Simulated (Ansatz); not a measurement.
# Pd wire along [110], 12 atoms a period: bands by functional and under strain, part 4 of 5

What gap, if any, does the Pd wire along [110], 12 atoms a period have, and how does it change with the functional and under strain?

Ansatz 0.2.0; DFT PBE, plane waves, PAW; relaxation of a wire's period (the session's first sound run).

So far, absolute moment (μB): step 2 (the relaxed wire, PBE) 2.59; step 3 (bands of the perfect wire, PBE) 2.51; step 5 (levels at the same atoms, k-mesh 1×1×23 (run 2), PBEsol PBE) 2.12; step 6 (levels at the same atoms, cutoff 500 eV, k-mesh 1×1×23, r2SCAN PBE) 5.54; step 8 (with spin-orbit coupling, k-mesh 1×1×19, PBE spin-orbit) 1.64.

## 9. At a strained period, period over the relaxed period 1.06, k-mesh 1×1×22

This step: DFT PBE, plane waves, PAW; relaxation at a fixed period (Ansatz 0.2.0).

The period is set to 1.06 times the relaxed one and the atoms relax within it: strain changes bond lengths and angles, which shifts the bands against each other. Against the first PBE run of this kind, the mesh along the wire has 22 points against 30.

The cell differs from the one that the last finished run ended in (c 2.682 → 2.843 Å).

Contents of input.yaml:

```yaml
crystal:
  lattice:
    - [14.68, 0.0, 0.0]
    - [0.0, 13.765, 0.0]
    - [0.0, 0.0, 2.8434019897]
  atoms:
    - { symbol: Pd, position: [0.23868049, 0.447485452, 0.0], spin: 0.31 }
    - { symbol: Pd, position: [0.499341443, 0.66000854, 0.0], spin: 0.26 }
    - { symbol: Pd, position: [0.49698572, 0.452246775, 0.0], spin: 0.32 }
    - { symbol: Pd, position: [0.771643423, 0.64420422, 0.0], spin: 0.13 }
    - { symbol: Pd, position: [0.765965056, 0.450236511, 0.0], spin: 0.12 }
    - { symbol: Pd, position: [0.365240688, 0.34570443, 0.5], spin: 0.25 }
    - { symbol: Pd, position: [0.362959184, 0.556880663, 0.5], spin: 0.28 }
    - { symbol: Pd, position: [0.359216845, 0.744988182, 0.5], spin: 0.19 }
    - { symbol: Pd, position: [0.636113826, 0.349162769, 0.5], spin: 0.14 }
    - { symbol: Pd, position: [0.630390824, 0.551278057, 0.5], spin: 0.26 }
    - { symbol: Pd, position: [0.640678103, 0.747482456, 0.5], spin: 0.15 }
    - { symbol: Pd, position: [0.50117677, 0.252720163, 0.0], spin: 0.18 }
magnetization:
  spin_polarized: true
kpoints:
  mp_grid: { grid: [1, 1, 22] }
  band_path: { path: ["Γ", Z], npoints: 50 }
scf:
  occupations: { method: fermi_dirac, width: 0.05 }
hamiltonian:
  xc: pbe
relax:
  max_steps: 40
  f_tol: 0.02
output:
  stress: true
```

Started as:

```bash
ansatz run input.yaml --threads 8 --pin off --max-ram 16384MiB --backend cpu --events-out ev --progress --plain --runs-dir out
```

Numbers of over 12 decimals in the logs are rounded to 6 here.

What it wrote:

```text
Warning: output.stress: scf.convergence.dr2_threshold = 1e-7 eV (the SCF's general default) is looser than the 1.2e-9 eV advised for a printed stress (1e-10 eV for each atom of the cell: 12). What an SCF threshold leaves in a stress goes as its square root, and in the free energy as the threshold itself, and one threshold admits the most on a small cell: [figures from the program's tests cut] Every solve of this run  [...]
[...]
Crystal: 12 atoms, lattice volume = 574.567 Å³
Basis set: ecut = 420 eV, 11219 PW (Γ), exchange–correlation on 200×192×40 points (8 copies of the dense FFT grid, shifted against one another)
Bands: 132, of which v1, the nominal top of the filled ones, is band 108 counted from 1 (107 counted from 0)
Symmetry: 2 space group operations
[...]
k-points: 12 of 22
[...]
Starting moments: Σ|m| = 2.59 μB on 12 of 12 sites
[...]
SCF iter   1: F=—  HF=-83676.877946 eV  |F-HF|=—  |Δ(HF+E_count)|=         —  Δρ=4.72e-2 (↑4.72e-2 ↓4.38e-2)  dr2=6.15e1  dr2_m=4.57e-2  M=1.953 μB ∫|m|=1.994 μB  β_m=0.30  ethr=3.10e-3  ⟨swp⟩=6.6  Hψ=12538  notcnv=0  defer=93
[...]
SCF iter  22: F=-83665.748602 eV  HF=-83665.748603 eV  |F-HF|=5.55e-7  |Δ(HF+E_count)|=   3.07e-7  Δρ=6.88e-6 (↑4.67e-6 ↓6.88e-6)  dr2=6.53e-7  dr2_m=1.15e-7  M=4.260 μB ∫|m|=4.517 μB  ethr=3.34e-10  ⟨swp⟩=3.0  Hψ=7238  notcnv=0
SCF 1 converged in 22 iterations: F = -83665.748602 eV  dr2 = 6.53e-7
[...]
relax step   1: F+E_penalty+E_count = -83665.74860223 eV  Δ(F+E_penalty+E_count) = +0.000e0 eV  max|allowed force component| = 4.770e-1 eV/Å  Δτ_max = 0.0000 Å  (22 SCF iters, dr2 threshold 1.00e-5 eV, accepted)
[...]
SCF iter  13: F=-83665.817181 eV  HF=-83665.817183 eV  |F-HF|=1.51e-6  |Δ(HF+E_count)|=   3.72e-7  Δρ=1.05e-5 (↑7.88e-6 ↓1.05e-5)  dr2=1.77e-6  dr2_m=2.91e-7  M=3.862 μB ∫|m|=4.070 μB  ethr=1.66e-9  ⟨swp⟩=1.5  Hψ=7833  notcnv=0
SCF 2 converged in 13 iterations: F = -83665.817181 eV  dr2 = 1.77e-6
relax step   2: F+E_penalty+E_count = -83665.81718122 eV  Δ(F+E_penalty+E_count) = -6.858e-2 eV  max|allowed force component| = 4.219e-1 eV/Å  Δτ_max = 0.1941 Å  (13 SCF iters, dr2 threshold 1.42e-5 eV, accepted)
SCF iter   1: F=—  HF=-83665.914223 eV  |F-HF|=—  |Δ(HF+E_count)|=         —  Δρ=3.16e-3 (↑1.87e-3 ↓3.16e-3)  dr2=1.22e-1  dr2_m=4.75e-3  M=3.870 μB ∫|m|=4.089 μB  β_m=0.30  ethr=7.33e-4  ⟨swp⟩=5.1  Hψ=6989  notcnv=1  defer=311
[...]
SCF iter  11: F=-83665.892133 eV  HF=-83665.892136 eV  |F-HF|=2.65e-6  |Δ(HF+E_count)|=   1.12e-6  Δρ=1.10e-5 (↑9.48e-6 ↓1.10e-5)  dr2=3.11e-6  dr2_m=1.52e-7  M=4.047 μB ∫|m|=4.273 μB  ethr=2.01e-9  ⟨swp⟩=2.0  Hψ=8948  notcnv=0
SCF 3 converged in 11 iterations: F = -83665.892133 eV  dr2 = 3.11e-6
relax step   3: F+E_penalty+E_count = -83665.89213296 eV  Δ(F+E_penalty+E_count) = -7.495e-2 eV  max|allowed force component| = 7.196e-2 eV/Å  Δτ_max = 0.0560 Å  (11 SCF iters, dr2 threshold 1.11e-5 eV, accepted)
[...]
relax step   4: F+E_penalty+E_count = -83665.88912542 eV  Δ(F+E_penalty+E_count) = +3.008e-3 eV  max|allowed force component| = 1.377e-1 eV/Å  Δτ_max = 0.0895 Å  (16 SCF iters, rejected (line search))
[...]
relax step   5: F+E_penalty+E_count = -83665.89695875 eV  Δ(F+E_penalty+E_count) = -4.826e-3 eV  max|allowed force component| = 2.191e-2 eV/Å  Δτ_max = 0.0381 Å  (15 SCF iters, accepted)
[...]
relax step   6: F+E_penalty+E_count = -83665.89822196 eV  Δ(F+E_penalty+E_count) = -1.263e-3 eV  max|allowed force component| = 2.123e-2 eV/Å  Δτ_max = 0.0301 Å  (16 SCF iters, accepted)
[...]
relax step   7: F+E_penalty+E_count = -83665.89788772 eV  Δ(F+E_penalty+E_count) = +3.342e-4 eV  max|allowed force component| = 3.761e-2 eV/Å  Δτ_max = 0.0153 Å  (14 SCF iters, rejected (line search))
SCF iter   1: F=—  HF=-83665.899304 eV  |F-HF|=—  |Δ(HF+E_count)|=         —  Δρ=4.93e-4 (↑2.69e-4 ↓4.93e-4)  dr2=2.56e-3  dr2_m=1.21e-4  M=3.761 μB ∫|m|=3.969 μB  β_m=0.30  ethr=1.14e-5  ⟨swp⟩=3.0  Hψ=5653  notcnv=0  defer=320
[...]
SCF iter  13: F=-83665.898421 eV  HF=-83665.898421 eV  |F-HF|=7.10e-9  |Δ(HF+E_count)|=   4.25e-9  Δρ=6.77e-7 (↑4.96e-7 ↓6.77e-7)  dr2=8.18e-9  dr2_m=8.37e-10  M=3.769 μB ∫|m|=3.978 μB  ethr=4.81e-12  ⟨swp⟩=1.0  Hψ=8013  notcnv=0
SCF 8 converged in 13 iterations: F = -83665.898421 eV  dr2 = 8.18e-9
relax step   8: F+E_penalty+E_count = -83665.89842050 eV  Δ(F+E_penalty+E_count) = -1.985e-4 eV  max|allowed force component| = 3.556e-3 eV/Å  Δτ_max = 0.0052 Å  (13 SCF iters, accepted)
[...]
the band table was solved once a step of the walk had ended and its energy, with any forces and stress, was formed, with the checks that follow a solve (15274 applications of the Hamiltonian). They found nothing against the state; the energy, forces and stress were not computed again (output.eigenvalues in the input reference)
[...]
SCF converged after 13 iterations
Magnetization: 3.7689 μB (109.8845 up, 106.1155 down)
Absolute magnetization: 3.9778 μB (∫|ρ↑−ρ↓|, with the PAW one-centre terms)
[...]
Per-site moments (μB) at R_I (Å): [(0.365881, 1.103942), (0.317216, 1.111116), (0.405014, 1.119379), (0.172240, 1.113223), (0.159871, 1.111228), (0.376415, 1.103942), (0.422782, 1.073246), (0.308329, 1.073246), (0.262135, 1.111228), (0.364385, 1.119379), (0.256339, 1.124515), (0.314424, 1.118557)]
Free energy (F): -83665.898421 eV
[...]
Internal energy: -83665.690371 eV  (E = F + TS)
E sigma→0 (E₀):  -83665.794396 eV
Entropy (-TS):   -0.208049 eV (-17.337 meV/atom)
Fermi energy:    2.776548 eV
[...]
--- Forces (eV/Å), atoms counted from 1 ---
  atom   1  Pd     0.00037188    -0.00150643    -0.00000000
  atom   2  Pd    -0.00055105     0.00103525     0.00000000
  atom   3  Pd     0.00132311     0.00110686     0.00000000
  atom   4  Pd    -0.00254262     0.00009883     0.00000000
  atom   5  Pd     0.00127320    -0.00240838    -0.00000000
  atom   6  Pd     0.00048081    -0.00059283    -0.00000000
  atom   7  Pd     0.00065032     0.00355914     0.00000000
  atom   8  Pd     0.00078038    -0.00157781    -0.00000000
  atom   9  Pd     0.00008868    -0.00049329    -0.00000000
  atom  10  Pd    -0.00129951     0.00203826     0.00000000
  atom  11  Pd     0.00008894    -0.00155997    -0.00000000
  atom  12  Pd    -0.00066693     0.00033897     0.00000000
  max |Σ_I F_I| component: 3.86e-5 eV/Å
--- Stress (GPa, compression-positive) ---
       -0.013058      -0.000415      -0.000000
       -0.000416      -0.000725      -0.000000
       -0.000000      -0.000000      -2.674046
  P = ⅓ Tr σ = -0.8959 GPa (-8.959 kbar)
--- Band table (eV; the first three rows and the last of 24) ---
  k-point 0 ↑: bands = [... 104 lower, 2.3840, 2.4036, 2.4972, 2.5764, 2.6440, 2.6995, 2.7334, 2.7691, ... 20 higher]
  k-point 1 ↑: bands = [... 104 lower, 2.4360, 2.4470, 2.4558, 2.5357, 2.5930, 2.6351, 2.7040, 2.7461, ... 20 higher]
  k-point 2 ↑: bands = [... 104 lower, 2.3421, 2.4567, 2.4768, 2.4820, 2.5287, 2.5831, 2.6180, 2.7060, ... 20 higher]
  k-point 11 ↓: bands = [... 104 lower, 2.9108, 2.9301, 3.0290, 3.1022, 5.0845, 5.1228, 5.1947, 5.4125, ... 20 higher]
--- Relaxed structure (8 steps of the walk, 6 accepted, 0 SCFs on fresh bases) ---
  F+E_penalty+E_count = -83665.89842050 eV   max|allowed force component| = 3.556e-3 eV/Å
  atoms:
    - { symbol: Pd, position: [0.251356, 0.449031, 8.306629045804106e-19] }
    - { symbol: Pd, position: [0.501146, 0.659206, -4.3153067985837925e-19] }
    - { symbol: Pd, position: [0.498884, 0.451768, -2.573749331633488e-19] }
    - { symbol: Pd, position: [0.759782, 0.644933, 3.9170129187218027e-19] }
    - { symbol: Pd, position: [0.753635, 0.448986, -6.722273869417105e-19] }
    - { symbol: Pd, position: [0.372339, 0.346634, 0.5] }
    - { symbol: Pd, position: [0.370700, 0.556900, 0.5] }
    - { symbol: Pd, position: [0.368175, 0.745897, 0.5] }
    - { symbol: Pd, position: [0.630236, 0.347427, 0.5] }
    - { symbol: Pd, position: [0.625526, 0.551546, 0.5] }
    - { symbol: Pd, position: [0.635414, 0.749635, 0.5] }
    - { symbol: Pd, position: [0.501199, 0.250435, -1.2280503032167665e-18] }
```

Elapsed: 6.3 min, on 8 threads of Arm Neoverse V2, shared host; peak memory 5.5 GiB; 48 min of CPU time.

The steps of the relaxation:

```csv
step,energy less that of the first step (eV),largest force component (eV/Å)
1,0.0000,0.4770
2,-0.0686,0.4219
3,-0.1435,0.0720
4,-0.1405,0.1377
5,-0.1484,0.0219
6,-0.1496,0.0212
7,-0.1493,0.0376
8,-0.1498,0.0036
```

Relaxation steps 4, 7 were tried and not accepted.

Forces are held to the 2 operations that the run works with; a distortion that breaks them can't arise in this run.

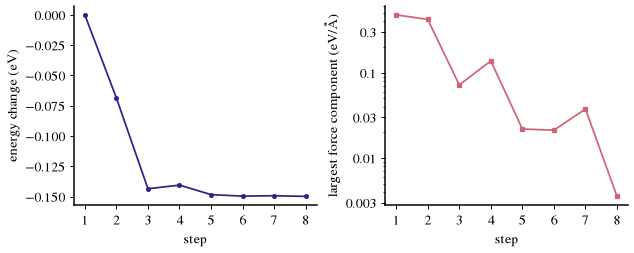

Energy and largest force along the relaxation.

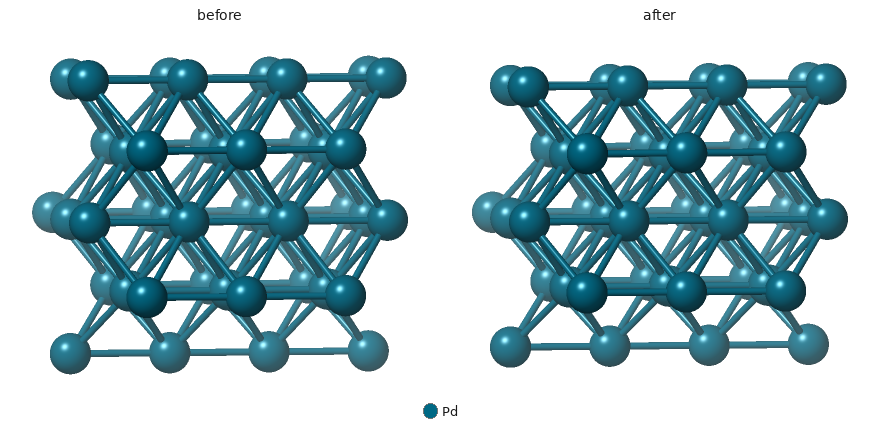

Before and after, at one scale.

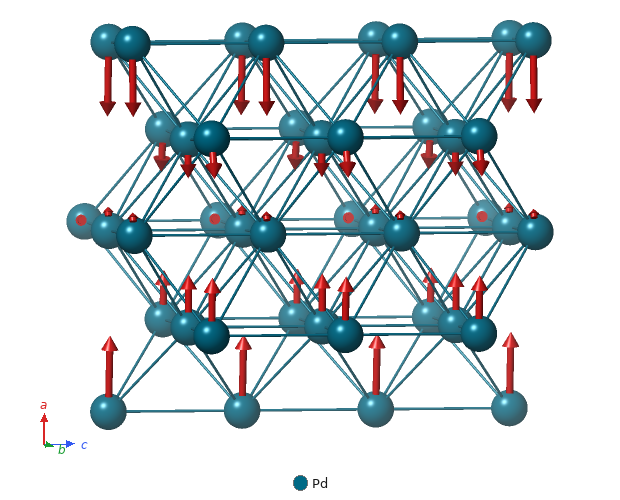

Displacements in the relaxation, exaggerated; the longest in the cell stands for 0.19 Å. 1×1×3 cells are drawn. Some periodic images of atoms are drawn too.

The atoms that moved most (Å):

```csv
atom,dx,dy,dz,length
Pd1,0.186,0.021,0.000,0.187
Pd5,-0.181,-0.017,0.000,0.182
Pd4,-0.174,0.010,0.000,0.174
Pd8,0.132,0.013,0.000,0.132
Pd7,0.114,0.000,0.000,0.114
Pd6,0.104,0.013,0.000,0.105
Pd9,-0.086,-0.024,0.000,0.090
Pd11,-0.077,0.030,0.000,0.083
```

Final coordinates:

```xyz
12
Lattice="14.6800 0.0000 0.0000 0.0000 13.7650 0.0000 0.0000 0.0000 2.8434" Properties=species:S:1:pos:R:3
Pd    3.6899    6.1809    0.0000
Pd    7.3568    9.0740    0.0000
Pd    7.3236    6.2186    0.0000
Pd   11.1536    8.8775    0.0000
Pd   11.0634    6.1803    0.0000
Pd    5.4659    4.7714    1.4217
Pd    5.4419    7.6657    1.4217
Pd    5.4048   10.2673    1.4217
Pd    9.2519    4.7823    1.4217
Pd    9.1827    7.5920    1.4217
Pd    9.3279   10.3187    1.4217
Pd    7.3576    3.4472    0.0000
```

This step gave:

| Quantity | Value |
| --- | --- |
| energy at zero smearing | -83665.7944 eV |
| total moment | 3.769 μB |
| absolute moment | 3.978 μB |

Site moment by atom:

```csv
atom,site moment (μB)
Pd1,0.366
Pd2,0.317
Pd3,0.405
Pd4,0.172
Pd5,0.160
Pd6,0.376
Pd7,0.423
Pd8,0.308
Pd9,0.262
Pd10,0.364
Pd11,0.256
Pd12,0.314
```

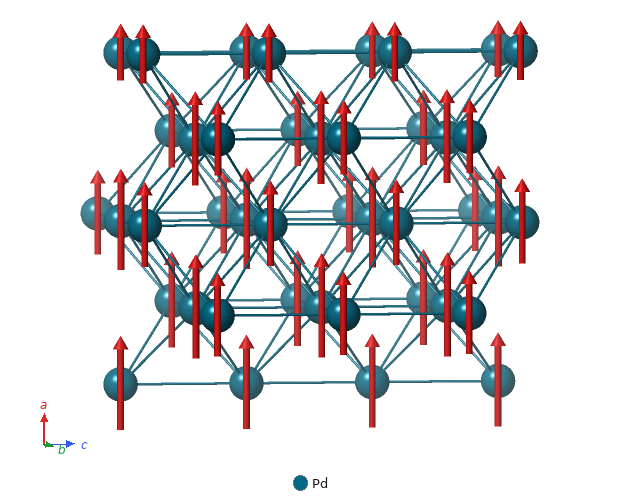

Site moment as arrows, the longest 0.423 μB. Up and down stand for the sign. Arrows give size and sign along the axis of quantisation, drawn up and down the page. Each arrow also spans its atom, so small moments look longer than they are. 1×1×3 cells are drawn. Some periodic images of atoms are drawn too.

Bands cross the Fermi level, as under PBE at the relaxed period, with an absolute moment of 3.98 μB a cell.

## 10. At a strained period, period over the relaxed period 0.94, k-mesh 1×1×24

The period is set to 0.94 times the relaxed one and the atoms relax within it: strain changes bond lengths and angles, which shifts the bands against each other. Against the first PBE run of this kind, the mesh along the wire has 24 points against 30.

The cell differs from the one that the last finished run ended in (c 2.843 → 2.522 Å).

Edit input.yaml of step 9 so:

```diff
@@ -4,3 +4,3 @@
     - [0.0, 13.765, 0.0]
-    - [0.0, 0.0, 2.8434019897]
+    - [0.0, 0.0, 2.5215074248]
   atoms:
@@ -21,3 +21,3 @@
 kpoints:
-  mp_grid: { grid: [1, 1, 22] }
+  mp_grid: { grid: [1, 1, 24] }
   band_path: { path: ["Γ", Z], npoints: 50 }
```

What it wrote:

```text
[...]
Crystal: 12 atoms, lattice volume = 509.522 Å³
Basis set: ecut = 420 eV, 9975 PW (Γ), exchange–correlation on 200×192×36 points (8 copies of the dense FFT grid, shifted against one another)
Bands: 132, of which v1, the nominal top of the filled ones, is band 108 counted from 1 (107 counted from 0)
[...]
- { symbol: Pd, position: [0.779291, 0.451010, 0.0] }
    - { symbol: Pd, position: [0.356479, 0.346563, 0.5] }
    - { symbol: Pd, position: [0.353517, 0.556008, 0.5] }
    - { symbol: Pd, position: [0.353338, 0.744285, 0.5] }
    - { symbol: Pd, position: [0.642658, 0.350913, 0.5] }
    - { symbol: Pd, position: [0.636496, 0.550284, 0.5] }
    - { symbol: Pd, position: [0.645571, 0.744542, 0.5] }
    - { symbol: Pd, position: [0.500119, 0.256900, 0.0] }
[key lines of the parts left out:]
SCF converged after 9 iterations
Magnetization: -0.0002 μB (107.9999 up, 108.0001 down)
Free energy (F): -83665.605244 eV
Fermi energy:    3.698456 eV
P = ⅓ Tr σ = 2.3482 GPa (23.482 kbar)
```

It took 4.6 min on 8 threads; peak memory 5 GiB.

Step by step:

```csv
step,energy less that of the first step (eV),largest force component (eV/Å)
1,0.0000,0.5504
2,-0.1147,0.2870
3,-0.1615,0.0456
4,-0.1700,0.0558
5,-0.1693,0.0793
6,-0.1708,0.0022
```

Relaxation step 5 was tried and not accepted.

Forces are held to the 2 operations that the run works with; a distortion that breaks them can't arise in this run.

The atoms that moved most (Å):

```csv
atom,dx,dy,dz,length
Pd1,-0.220,-0.007,0.000,0.220
Pd5,0.196,0.011,0.000,0.196
Pd4,0.182,0.000,0.000,0.182
Pd7,-0.139,-0.012,0.000,0.139
Pd6,-0.129,0.012,0.000,0.129
Pd9,0.096,0.024,0.000,0.099
Pd10,0.090,-0.014,0.000,0.091
Pd8,-0.086,-0.010,0.000,0.087
```

Final coordinates:

```xyz
12
Lattice="14.6800 0.0000 0.0000 0.0000 13.7650 0.0000 0.0000 0.0000 2.5215" Properties=species:S:1:pos:R:3
Pd    3.2836    6.1524    0.0000
Pd    7.3101    9.0567    0.0000
Pd    7.2700    6.2323    0.0000
Pd   11.5098    8.8677    0.0000
Pd   11.4400    6.2081    0.0000
Pd    5.2331    4.7704    1.2608
Pd    5.1896    7.6534    1.2608
Pd    5.1870   10.2451    1.2608
Pd    9.4342    4.8303    1.2608
Pd    9.3438    7.5747    1.2608
Pd    9.4770   10.2486    1.2608
Pd    7.3417    3.5362    0.0000
```

Numbers from this step:

```
energy at zero smearing : -83665.5078 eV
```

Bands cross the Fermi level, as under PBE at the relaxed period, with no moment.

(Part 4 of 5 ends here.)

[Logs are printed without paths, hosts, clocks, repeated set-up lines and the standing remarks that a program may print on its own settings, such as how far it seeks lower states.]

[Hosts, paths, dates, database ids (printed as entryN), source tags and the programs' standing remarks are cut or masked in the printed files.]
